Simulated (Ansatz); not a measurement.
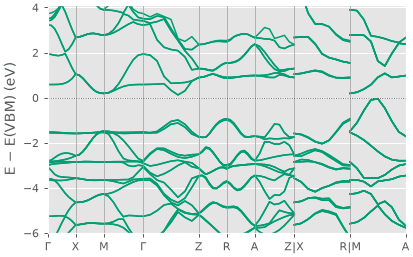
Figure: Band structure from DFT-r²SCAN with spin–orbit coupling in the program Ansatz with PAW potentials

### Question
Read off the gap and where the band edges lie.

### Answer
About 0.1 eV (0.12 eV by a search for the band edges); maximum on the M–A line, 45 % of the way from M, minimum on the Γ–Z line, 62 % of the way from Γ.

The material is Si2Ru in space group P4_2/mnm (No. 136; Ru on 2a, Si on 4f).

The start of the workflow was typed in or built on a structure type; neither database checked (COD, Materials Project) lists it. Whether it is the stable phase at ambient conditions was not checked. The r²SCAN relaxation kept the symmetry of its start; its stability against distortions is not shown here. The run is not spin-polarised. The volume moved by 20 % from the start of the relaxation.

Potentials: the later of the program's two PAW sets.
